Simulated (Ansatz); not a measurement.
# AlH₄+ (singlet): PBE-QIDH, RKS PBE0, RPA-PBE over a scan of the scale of all distances, cc-pVDZ, part 2 of 2

Ansatz 0.2.0, Gaussian basis; cc-pVDZ, all electrons in the functionals, frozen cores in the correlation of double hybrids and RPA.

## 14. RKS PBE0, 2.358

File in.yaml:

```yaml
crystal:
  periodic: [false, false, false]
  atoms:
    - {symbol: Al, position_ang: [0.000000, 0.000000, -0.279704]}
    - {symbol: H, position_ang: [0.000000, -0.907340, 4.533092]}
    - {symbol: H, position_ang: [0.000000, 0.907344, 4.533091]}
    - {symbol: H, position_ang: [0.000000, 3.624092, -0.789391]}
    - {symbol: H, position_ang: [0.000000, -3.624093, -0.789388]}
basis:
  gaussian: {orbitals: cc-pVDZ}
total_charge: 1
hamiltonian: {xc: {name: PBE0}}
```

Run with:

```console
$ ansatz run in.yaml --threads 1 --pin off --events-out ev --progress --plain --max-ram 2393MiB
```

What it wrote:

```text
Functional definition: PBE0
  name "PBE0"
  cite "Adamo & Barone, J. Chem. Phys. 110, 6158 (1999) doi:10.1063/1.478522"
  cite "Perdew, Burke & Ernzerhof, Phys. Rev. Lett. 77, 3865 (1996) doi:10.1103/PhysRevLett.77.3865"
  parent pbe
  parameter a = 0.25
  parameter kappa = 0.804
  parameter beta = 0.06672455060314922
  exchange = (1 - a)*pbe_x(kappa = kappa, mu = beta*pi^2/3) + a*exact_x
  correlation = pbe_c(beta = beta)
354 factors; integrals over basis functions are off by at most 1.2e-3 eV
mean field evaluation 1: about -6637.4258 eV, gradient 3.8e0 eV
mean field evaluation 2: about -6637.5386 eV, gradient 1.8e0 eV
mean field evaluation 4: about -6637.5755 eV, gradient 2.7e-1 eV
mean field evaluation 8: about -6637.5746 eV, gradient 4.3e-3 eV
mean field evaluation 16: about -6637.5746 eV, gradient 3.5e-4 eV
mean field -6637.57461398 eV, -243.9263679540 hartree, gradient 1.9e-5 eV, S^2 0.000000; 2 other end points of the search recorded, 0 dependent functions left out
reference -6637.57465241 eV, -243.9263693665 hartree; 8, 8 occupied and 30, 30 virtual orbitals, 354 factors
Total energy: -6637.57465241 eV, -243.9263693665 hartree
```

Wall time 0.48 s (1 thread of Arm Neoverse V2, shared host).

## 15. RPA-PBE, 0.897

File in.yaml:

```yaml
crystal:
  periodic: [false, false, false]
  atoms:
    - {symbol: Al, position_ang: [0.000000, 0.000000, -0.106402]}
    - {symbol: H, position_ang: [0.000000, -0.345158, 1.724420]}
    - {symbol: H, position_ang: [0.000000, 0.345160, 1.724420]}
    - {symbol: H, position_ang: [0.000000, 1.378631, -0.300290]}
    - {symbol: H, position_ang: [0.000000, -1.378631, -0.300289]}
basis:
  gaussian: {orbitals: cc-pVDZ}
total_charge: 1
hamiltonian: {xc: {name: PBE}}
correlation: {method: rpa, electrons: outside_noble_gas}
```

Same command.

What it wrote:

```text
Functional definition: PBE
  name "PBE"
  cite "Perdew, Burke & Ernzerhof, Phys. Rev. Lett. 77, 3865 (1996) doi:10.1103/PhysRevLett.77.3865"
  parent pbe
  parameter kappa = 0.804
  parameter beta = 0.06672455060314922
  exchange = pbe_x(kappa = kappa, mu = beta*pi^2/3)
  correlation = pbe_c(beta = beta)
350 factors; integrals over basis functions are off by at most 1.2e-3 eV
mean field evaluation 1: about -6646.1985 eV, gradient 1.7e1 eV
mean field evaluation 2: about -6646.1951 eV, gradient 1.7e1 eV
mean field evaluation 4: about -6647.4938 eV, gradient 7.8e-1 eV
mean field evaluation 8: about -6647.4963 eV, gradient 1.6e-3 eV
mean field -6647.49629280 eV, -244.2909829257 hartree, gradient 1.4e-6 eV, S^2 0.000000; 0 other end points of the search recorded, 0 dependent functions left out
5 core orbitals not correlated: weight in the atoms' cores, before any rotation towards them, 1.000 or more for the frozen orbitals, at most 0.000 for the correlated occupied ones
reference -6636.36460617 eV, -243.8819009873 hartree; 3, 3 occupied and 30, 30 virtual orbitals, 350 factors
Total energy: -6641.52182697 eV, -244.0714253559 hartree
```

It took 0.57 s on 1 thread of Arm Neoverse V2, shared host.

## 16. RPA-PBE, 1.000

File in.yaml:

```yaml
crystal:
  periodic: [false, false, false]
  atoms:
    - {symbol: Al, position_ang: [0.000000, 0.000000, -0.118619]}
    - {symbol: H, position_ang: [0.000000, -0.384792, 1.922431]}
    - {symbol: H, position_ang: [0.000000, 0.384794, 1.922430]}
    - {symbol: H, position_ang: [0.000000, 1.536935, -0.334772]}
    - {symbol: H, position_ang: [0.000000, -1.536935, -0.334770]}
basis:
  gaussian: {orbitals: cc-pVDZ}
total_charge: 1
hamiltonian: {xc: {name: PBE}}
correlation: {method: rpa, electrons: outside_noble_gas}
```

Same command.

What it wrote:

```text
Functional definition: PBE
  name "PBE"
  cite "Perdew, Burke & Ernzerhof, Phys. Rev. Lett. 77, 3865 (1996) doi:10.1103/PhysRevLett.77.3865"
  parent pbe
  parameter kappa = 0.804
  parameter beta = 0.06672455060314922
  exchange = pbe_x(kappa = kappa, mu = beta*pi^2/3)
  correlation = pbe_c(beta = beta)
350 factors; integrals over basis functions are off by at most 1.6e-3 eV
mean field evaluation 1: about -6647.2662 eV, gradient 1.6e1 eV
mean field evaluation 2: about -6647.2633 eV, gradient 1.6e1 eV
mean field evaluation 4: about -6648.3673 eV, gradient 1.1e0 eV
mean field evaluation 8: about -6648.3731 eV, gradient 2.1e-3 eV
mean field -6648.37313324 eV, -244.3232062174 hartree, gradient 2.1e-6 eV, S^2 0.000000; 0 other end points of the search recorded, 0 dependent functions left out
5 core orbitals not correlated: weight in the atoms' cores, before any rotation towards them, 1.000 or more for the frozen orbitals, at most 0.000 for the correlated occupied ones
reference -6637.05197367 eV, -243.9071612769 hartree; 3, 3 occupied and 30, 30 virtual orbitals, 350 factors
Total energy: -6642.32148037 eV, -244.1008120764 hartree
```

Run time: 0.57 s. Hardware: 1 thread of Arm Neoverse V2, shared host.

## 17. RPA-PBE, 1.123

File in.yaml:

```yaml
crystal:
  periodic: [false, false, false]
  atoms:
    - {symbol: Al, position_ang: [0.000000, 0.000000, -0.133209]}
    - {symbol: H, position_ang: [0.000000, -0.432121, 2.158890]}
    - {symbol: H, position_ang: [0.000000, 0.432124, 2.158889]}
    - {symbol: H, position_ang: [0.000000, 1.725978, -0.375949]}
    - {symbol: H, position_ang: [0.000000, -1.725978, -0.375947]}
basis:
  gaussian: {orbitals: cc-pVDZ}
total_charge: 1
hamiltonian: {xc: {name: PBE}}
correlation: {method: rpa, electrons: outside_noble_gas}
```

Same command.

What it wrote:

```text
Functional definition: PBE
  name "PBE"
  cite "Perdew, Burke & Ernzerhof, Phys. Rev. Lett. 77, 3865 (1996) doi:10.1103/PhysRevLett.77.3865"
  parent pbe
  parameter kappa = 0.804
  parameter beta = 0.06672455060314922
  exchange = pbe_x(kappa = kappa, mu = beta*pi^2/3)
  correlation = pbe_c(beta = beta)
352 factors; integrals over basis functions are off by at most 1.2e-3 eV
mean field evaluation 1: about -6646.9950 eV, gradient 1.4e1 eV
mean field evaluation 2: about -6646.9921 eV, gradient 1.4e1 eV
mean field evaluation 4: about -6647.9548 eV, gradient 1.5e0 eV
mean field evaluation 8: about -6647.9671 eV, gradient 2.5e-2 eV
mean field -6647.96709482 eV, -244.3082845807 hartree, gradient 6.6e-6 eV, S^2 0.000000; 0 other end points of the search recorded, 0 dependent functions left out
5 core orbitals not correlated: weight in the atoms' cores, before any rotation towards them, 1.000 or more for the frozen orbitals, at most 0.000 for the correlated occupied ones
reference -6636.32573194 eV, -243.8804723856 hartree; 3, 3 occupied and 30, 30 virtual orbitals, 352 factors
Total energy: -6641.81707468 eV, -244.0822755093 hartree
```

Wall time 0.57 s (1 thread of Arm Neoverse V2, shared host).

From 1.000: +48.7 kJ/mol.

## 18. RPA-PBE, 1.312

File in.yaml:

```yaml
crystal:
  periodic: [false, false, false]
  atoms:
    - {symbol: Al, position_ang: [0.000000, 0.000000, -0.155629]}
    - {symbol: H, position_ang: [0.000000, -0.504847, 2.522229]}
    - {symbol: H, position_ang: [0.000000, 0.504850, 2.522229]}
    - {symbol: H, position_ang: [0.000000, 2.016458, -0.439220]}
    - {symbol: H, position_ang: [0.000000, -2.016459, -0.439218]}
basis:
  gaussian: {orbitals: cc-pVDZ}
total_charge: 1
magnetization: {spin_polarized: true, initial_magnetization: 0}
hamiltonian: {xc: {name: PBE}}
correlation: {method: rpa, electrons: outside_noble_gas}
```

Launched as before.

What it wrote, shortened:

```text
Functional definition: PBE
  name "PBE"
  cite "Perdew, Burke & Ernzerhof, Phys. Rev. Lett. 77, 3865 (1996) doi:10.1103/PhysRevLett.77.3865"
  parent pbe
[...]
353 factors; integrals over basis functions are off by at most 1.4e-3 eV
[...]
mean field -6646.06023968 eV, -244.2382089467 hartree, gradient 3.2e-6 eV, S^2 0.000000; 2 other end points of the search recorded, 0 dependent functions left out
5 core orbitals not correlated: weight in the atoms' cores, before any rotation towards them, 1.000 or more for the frozen orbitals, at most 0.000 for the correlated occupied ones
reference -6633.78954026 eV, -243.7872690604 hartree; 3, 3 occupied and 30, 30 virtual orbitals, 353 factors
Total energy: -6639.82023024 eV, -244.0088928295 hartree
```

Wall time 0.96 s (1 thread of Arm Neoverse V2, shared host).

From the report: ⟨S²⟩ of the determinant 0.000 (pure singlet: 0.00).

From 1.000: +241.3 kJ/mol.

## 19. RPA-PBE, 1.517

File in.yaml:

```yaml
crystal:
  periodic: [false, false, false]
  atoms:
    - {symbol: Al, position_ang: [0.000000, 0.000000, -0.179946]}
    - {symbol: H, position_ang: [0.000000, -0.583729, 2.916328]}
    - {symbol: H, position_ang: [0.000000, 0.583732, 2.916327]}
    - {symbol: H, position_ang: [0.000000, 2.331530, -0.507849]}
    - {symbol: H, position_ang: [0.000000, -2.331531, -0.507846]}
basis:
  gaussian: {orbitals: cc-pVDZ}
total_charge: 1
magnetization: {spin_polarized: true, initial_magnetization: 0}
hamiltonian: {xc: {name: PBE}}
correlation: {method: rpa, electrons: outside_noble_gas}
```

The command is unchanged.

What it wrote, shortened:

```text
Functional definition: PBE
  name "PBE"
  cite "Perdew, Burke & Ernzerhof, Phys. Rev. Lett. 77, 3865 (1996) doi:10.1103/PhysRevLett.77.3865"
  parent pbe
[...]
355 factors; integrals over basis functions are off by at most 1.2e-3 eV
[...]
mean field -6643.77287059 eV, -244.1541496832 hartree, gradient 3.2e-6 eV, S^2 0.511565; 5 other end points of the search recorded, 0 dependent functions left out
5 core orbitals not correlated: weight in the atoms' cores, before any rotation towards them, 1.000 or more for the frozen orbitals, at most 0.000 for the correlated occupied ones
reference -6631.74500517 eV, -243.7121337816 hartree; 3, 3 occupied and 30, 30 virtual orbitals, 355 factors
Total energy: -6637.43309842 eV, -243.9211673531 hartree
```

It took 2 s on 1 thread of Arm Neoverse V2, shared host.

From the report: ⟨S²⟩ of the determinant 0.512 (pure singlet: 0.00). The determinant is far from a pure spin state, so its energy mixes those of several spin states (harmless only where they are near-degenerate, as at dissociation).

From 1.000: +471.7 kJ/mol.

## 20. RPA-PBE, 1.765

File in.yaml:

```yaml
crystal:
  periodic: [false, false, false]
  atoms:
    - {symbol: Al, position_ang: [0.000000, 0.000000, -0.209363]}
    - {symbol: H, position_ang: [0.000000, -0.679158, 3.393091]}
    - {symbol: H, position_ang: [0.000000, 0.679161, 3.393090]}
    - {symbol: H, position_ang: [0.000000, 2.712690, -0.590872]}
    - {symbol: H, position_ang: [0.000000, -2.712691, -0.590869]}
basis:
  gaussian: {orbitals: cc-pVDZ}
total_charge: 1
magnetization: {spin_polarized: true, initial_magnetization: 0}
hamiltonian: {xc: {name: PBE}}
correlation: {method: rpa, electrons: outside_noble_gas}
```

Launched as before.

What it wrote, shortened:

```text
Functional definition: PBE
  name "PBE"
  cite "Perdew, Burke & Ernzerhof, Phys. Rev. Lett. 77, 3865 (1996) doi:10.1103/PhysRevLett.77.3865"
  parent pbe
[...]
355 factors; integrals over basis functions are off by at most 7.3e-4 eV
[...]
mean field -6642.21087485 eV, -244.0967473985 hartree, gradient 1.6e-6 eV, S^2 0.958247; 8 other end points of the search recorded, 0 dependent functions left out
5 core orbitals not correlated: weight in the atoms' cores, before any rotation towards them, 1.000 or more for the frozen orbitals, at most 0.000 for the correlated occupied ones
reference -6631.00886136 eV, -243.6850809956 hartree; 3, 3 occupied and 30, 30 virtual orbitals, 355 factors
Total energy: -6636.06076605 eV, -243.8707350687 hartree
```

Wall time 2.9 s (1 thread of Arm Neoverse V2, shared host).

From the report: ⟨S²⟩ of the determinant 0.958 (pure singlet: 0.00). The determinant is far from a pure spin state, so its energy mixes those of several spin states (harmless only where they are near-degenerate, as at dissociation).

From 1.000: +604.1 kJ/mol.

## 21. RPA-PBE, 1.962

File in.yaml:

```yaml
crystal:
  periodic: [false, false, false]
  atoms:
    - {symbol: Al, position_ang: [0.000000, 0.000000, -0.232731]}
    - {symbol: H, position_ang: [0.000000, -0.754962, 3.771809]}
    - {symbol: H, position_ang: [0.000000, 0.754966, 3.771809]}
    - {symbol: H, position_ang: [0.000000, 3.015466, -0.656822]}
    - {symbol: H, position_ang: [0.000000, -3.015467, -0.656819]}
basis:
  gaussian: {orbitals: cc-pVDZ}
total_charge: 1
magnetization: {spin_polarized: true, initial_magnetization: 0}
hamiltonian: {xc: {name: PBE}}
correlation: {method: rpa, electrons: outside_noble_gas}
```

Same command.

What it wrote, shortened:

```text
Functional definition: PBE
  name "PBE"
  cite "Perdew, Burke & Ernzerhof, Phys. Rev. Lett. 77, 3865 (1996) doi:10.1103/PhysRevLett.77.3865"
  parent pbe
[...]
353 factors; integrals over basis functions are off by at most 1.4e-3 eV
[...]
mean field -6641.37731477 eV, -244.0661146305 hartree, gradient 1.9e-6 eV, S^2 0.990032; 9 other end points of the search recorded, 0 dependent functions left out
5 core orbitals not correlated: weight in the atoms' cores, before any rotation towards them, 1.000 or more for the frozen orbitals, at most 0.000 for the correlated occupied ones
reference -6630.23695695 eV, -243.6567140318 hartree; 3, 3 occupied and 30, 30 virtual orbitals, 353 factors
Total energy: -6635.37444249 eV, -243.8455131432 hartree
```

It took 3 s on 1 thread of Arm Neoverse V2, shared host.

From the report: ⟨S²⟩ of the determinant 0.990 (pure singlet: 0.00). The determinant is far from a pure spin state, so its energy mixes those of several spin states (harmless only where they are near-degenerate, as at dissociation).

From 1.000: +670.3 kJ/mol.

## 22. RPA-PBE, 2.358

File in.yaml:

```yaml
crystal:
  periodic: [false, false, false]
  atoms:
    - {symbol: Al, position_ang: [0.000000, 0.000000, -0.279704]}
    - {symbol: H, position_ang: [0.000000, -0.907340, 4.533092]}
    - {symbol: H, position_ang: [0.000000, 0.907344, 4.533091]}
    - {symbol: H, position_ang: [0.000000, 3.624092, -0.789391]}
    - {symbol: H, position_ang: [0.000000, -3.624093, -0.789388]}
basis:
  gaussian: {orbitals: cc-pVDZ}
total_charge: 1
magnetization: {spin_polarized: true, initial_magnetization: 0}
hamiltonian: {xc: {name: PBE}}
correlation: {method: rpa, electrons: outside_noble_gas}
```

Same command.

What it wrote, shortened:

```text
Functional definition: PBE
  name "PBE"
  cite "Perdew, Burke & Ernzerhof, Phys. Rev. Lett. 77, 3865 (1996) doi:10.1103/PhysRevLett.77.3865"
  parent pbe
[...]
354 factors; integrals over basis functions are off by at most 1.2e-3 eV
[...]
mean field -6640.20330820 eV, -244.0229706848 hartree, gradient 1.1e-6 eV, S^2 1.455968; 11 other end points of the search recorded, 0 dependent functions left out
5 core orbitals not correlated: weight in the atoms' cores, before any rotation towards them, 1.000 or more for the frozen orbitals, at most 0.000 for the correlated occupied ones
reference -6629.97454168 eV, -243.6470704487 hartree; 3, 3 occupied and 30, 30 virtual orbitals, 354 factors
Total energy: -6634.17743314 eV, -243.8015238610 hartree
```

Run time: 5.5 s. Hardware: 1 thread of Arm Neoverse V2, shared host.

From the report: ⟨S²⟩ of the determinant 1.456 (pure singlet: 0.00). The determinant is far from a pure spin state, so its energy mixes those of several spin states (harmless only where they are near-degenerate, as at dissociation).

From 1.000: +785.8 kJ/mol.

## 23. Against the wave-function levels

The yardstick is full CI for this spin, exact in this basis with these frozen cores. It comes from earlier runs at the same points. Energies in kJ/mol, counted from 1.000; blanks weren't run or aren't comparable.

| level | 0.897 | 1.000 | 1.123 | 1.312 | 1.517 | 1.765 | 1.962 | 2.358 |
| --- | --- | --- | --- | --- | --- | --- | --- | --- |
| FCI | 73.4 | 0.0 | 53.0 | 248.0 | 454.7 | 600.0 | 666.1 | 753.0 |
| PBE-QIDH | 69.7 | 0.0 | 61.0 | 285.3 | 508.0 | 647.8 | 730.8 | 809.0 |
| RKS PBE0 | 77.0 | 0.0 | 50.4 | 254.7 | 508.2 | 768.2 | 921.7 | 1121.3 |
| RPA-PBE | 77.2 | 0.0 | 48.7 | 241.3 | 471.7 | 604.1 | 670.3 | 785.8 |

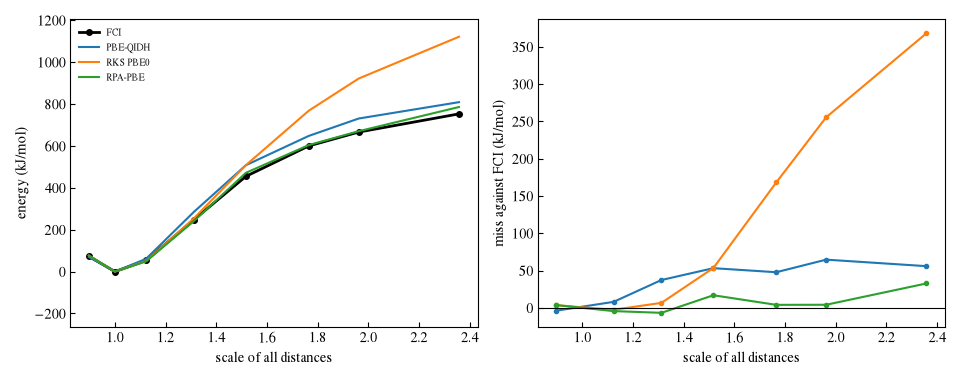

Left: the curves (the axis may cut off levels that run far away). Right: misses against FCI, in the same colours.

Largest miss and mean time a point (FCI took 27 s a point; shared hosts):

```
   level  largest miss (kJ/mol)  where  time a point
PBE-QIDH                  +64.7  1.962           2 s
RKS PBE0                 +368.3  2.358         0.4 s
 RPA-PBE                  +32.7  2.358           2 s
```

## 24. Outcome

This closing draws on all 2 parts.

```
              quantity                  value
 span of the FCI curve           753.0 kJ/mol
largest miss, PBE-QIDH   +64.7 kJ/mol (1.962)
largest miss, RKS PBE0  +368.3 kJ/mol (2.358)
 largest miss, RPA-PBE   +32.7 kJ/mol (2.358)
```

Misses are known at 7 of 7 points at best, and only functionals with that many are ranked. Of the functionals, RPA-PBE keep the smallest largest miss at the points compared (at most 32.7 kJ/mol) and RKS PBE0 strays most (368.3 kJ/mol, at 2.358). PBE-QIDH, RPA-PBE clearly break the spin symmetry at some points (⟨S²⟩ up to 1.76 above the pure value), so energy there is bought with a mixed spin. Functionals and the yardstick converge differently with the basis, so part of each miss in cc-pVDZ is the basis.
